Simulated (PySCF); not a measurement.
Single-point calculation of TaH₁₂O₇ (charge +2)

System: TaH₁₂O₇, charge +2, multiplicity 2.
Method: UKS PBE, Ta def2-SVP with ECP60, O def2-SVP, H def2-SVP; non-relativistic Hamiltonian with a scalar-relativistic core potential; density fitting (PySCF 2.14.0).

The run did not end well.

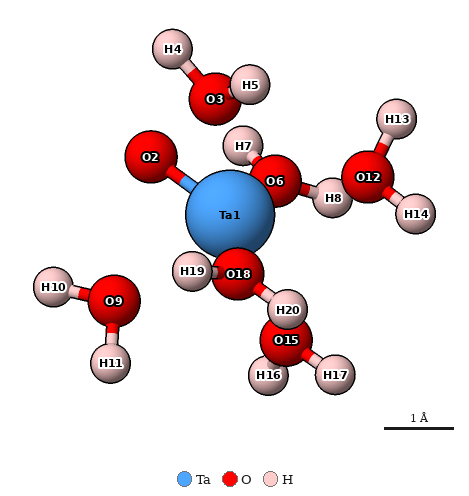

*The input geometry (ball-and-stick view, seen at a tilt; atoms are numbered from 1 in the order of the input). Sticks mark near contacts.*

**The input**
```python
mol = gto.M(atom='''
Ta     0.00000     0.00000     0.00000
O      0.00000     0.00000     1.56880
O      2.04270     0.00000     0.56710
H      2.40530     0.00000     1.46690
H      2.81720     0.00000    -0.01700
O     -1.02140     1.76910     0.56710
H     -1.20260     2.08300     1.46690
H     -1.40860     2.43980    -0.01700
O     -1.02140    -1.76910     0.56710
H     -1.20260    -2.08300     1.46690
H     -1.40860    -2.43980    -0.01700
O      0.82480     1.42850    -1.33170
H      1.29610     2.24500    -1.10320
H      0.81240     1.40720    -2.30150
O     -1.64950     0.00000    -1.33170
H     -2.59230     0.00000    -1.10320
H     -1.62490     0.00000    -2.30150
O      0.82480    -1.42850    -1.33170
H      1.29610    -2.24500    -1.10320
H      0.81240    -1.40720    -2.30150''',
    basis={'Ta': 'def2-SVP', 'O': 'def2-SVP', 'H': 'def2-SVP'},
    ecp={'Ta': 'def2-SVP'},
    charge=2, spin=1)
mf = dft.UKS(mol, xc='PBE')
mf.grids.atom_grid = (50, 194)  # f atoms: at least (60, 302), unpruned
mf = mf.density_fit()  # Ta def2-universal-JKFIT, O def2-universal-JKFIT, H def2-universal-JKFIT
mf.conv_tol = 1e-08; mf.max_cycle = 55
mf.kernel(dm0)
```

The script is an equivalent of the set-up of the self-consistent field. The run itself was carried out by a driver, which started from the orbitals of the step before it where there was one and computed the further properties.

Launched with:
```bash
OMP_NUM_THREADS=4 python <driver script>
```

**Log**
```
init E= -589.36969682155
  HOMO = -0.673751236747  LUMO = -0.65167261362  gap/eV = 0.60079
cycle= 1 E= -588.057797796377  delta_E= 1.31  |g|= 1.76  |ddm|= 3.21
  HOMO = -0.179324769099  LUMO = -0.178304282038  gap/eV = 0.02777
cycle= 2 E= -574.227366821515  delta_E= 13.8  |g|= 4.08  |ddm|= 8.27
  HOMO = -0.462391904496  LUMO = -0.452786530153  gap/eV = 0.26138
cycle= 3 E= -587.524571041805  delta_E= -13.3  |g|= 2.03  |ddm|= 8.06
  HOMO = -0.421973550674  LUMO = -0.407515013406  gap/eV = 0.39344
cycle= 4 E= -589.031462495166  delta_E= -1.51  |g|= 0.798  |ddm|=  1.1
  HOMO = -0.396009875896  LUMO = -0.374566296059  gap/eV = 0.58351
cycle= 5 E= -588.887475615632  delta_E= 0.144  |g|=  1.1  |ddm|= 1.36
  HOMO = -0.330908931487  LUMO = -0.329647282189  gap/eV = 0.03433
cycle= 6 E= -589.236153076516  delta_E= -0.349  |g|= 0.434  |ddm|= 2.54
  HOMO = -0.357475020587  LUMO = -0.342260633273  gap/eV = 0.41400
cycle= 7 E= -589.322315214384  delta_E= -0.0862  |g|= 0.185  |ddm|=  2.4
  HOMO = -0.340125301598  LUMO = -0.331039240442  gap/eV = 0.24724
cycle= 8 E= -589.333794662172  delta_E= -0.0115  |g|= 0.117  |ddm|= 0.217
  HOMO = -0.339194838765  LUMO = -0.33409676351  gap/eV = 0.13873
cycle= 9 E= -589.292584262574  delta_E= 0.0412  |g|= 0.236  |ddm|= 2.37
  HOMO = -0.339176195313  LUMO = -0.332675910327  gap/eV = 0.17688
cycle= 10 E= -589.339893533974  delta_E= -0.0473  |g|= 0.0626  |ddm|= 2.25
  HOMO = -0.338235878121  LUMO = -0.332475653946  gap/eV = 0.15674
...
cycle= 45 E= -589.343318998777  delta_E= -1.53e-07  |g|= 0.00472  |ddm|= 0.00165
  HOMO = -0.33909441685  LUMO = -0.232817700929  gap/eV = 2.89194
cycle= 46 E= -589.343320047555  delta_E= -1.05e-06  |g|= 0.00462  |ddm|= 0.00145
  HOMO = -0.339100604279  LUMO = -0.232811700377  gap/eV = 2.89227
cycle= 47 E= -589.343321698213  delta_E= -1.65e-06  |g|= 0.0044  |ddm|= 0.0015
  HOMO = -0.339092098121  LUMO = -0.232813258233  gap/eV = 2.89199
cycle= 48 E= -589.343322727015  delta_E= -1.03e-06  |g|= 0.00429  |ddm|= 0.00132
  HOMO = -0.339311117728  LUMO = -0.232789922967  gap/eV = 2.89859
cycle= 49 E= -589.343330186483  delta_E= -7.46e-06  |g|= 0.00279  |ddm|= 0.00461
  HOMO = -0.339239781941  LUMO = -0.23279158549  gap/eV = 2.89660
cycle= 50 E= -589.343331980568  delta_E= -1.79e-06  |g|= 0.00263  |ddm|= 0.0034
  HOMO = -0.339256586777  LUMO = -0.232793702746  gap/eV = 2.89700
cycle= 51 E= -589.3433342735  delta_E= -2.29e-06  |g|= 0.00213  |ddm|= 0.00347
  HOMO = -0.33922697152  LUMO = -0.232806850708  gap/eV = 2.89584
cycle= 52 E= -589.343335499  delta_E= -1.23e-06  |g|= 0.00192  |ddm|= 0.00294
  HOMO = -0.33927694397  LUMO = -0.232789919652  gap/eV = 2.89766
cycle= 53 E= -589.343337511255  delta_E= -2.01e-06  |g|= 0.00127  |ddm|= 0.00365
  HOMO = -0.339227356182  LUMO = -0.232801484541  gap/eV = 2.89600
cycle= 54 E= -589.343338295236  delta_E= -7.84e-07  |g|= 0.00114  |ddm|= 0.00294
  HOMO = -0.339253907262  LUMO = -0.232798612618  gap/eV = 2.89680
cycle= 55 E= -589.34333933081  delta_E= -1.04e-06  |g|= 0.000672  |ddm|= 0.00324
```

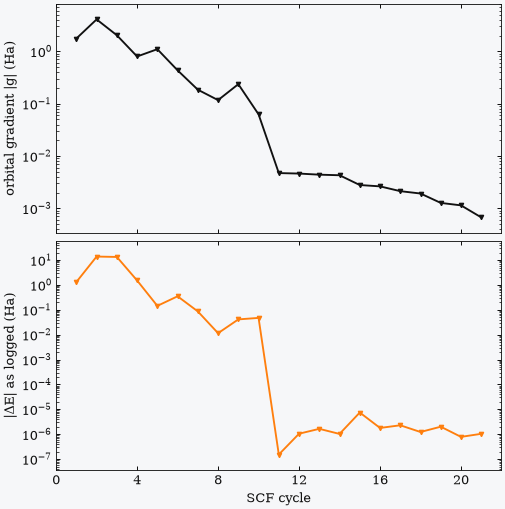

*Convergence of the self-consistent field: orbital gradient |g| and size of the energy change against the SCF cycle.*

All cycles printed in the log are drawn one after another.

```
SCF not converged.
```

**Outcome**

- outcome: not converged
- hardware: 4 threads of Arm Neoverse V2, 24 GiB of memory available, shared host
- wall time: 4.5 min (CPU time 18 min)
- peak memory: 2 GiB

**Diagnosis**

The run did not converge. Its last values are not results. The SCF reached its limit of 55 cycles.
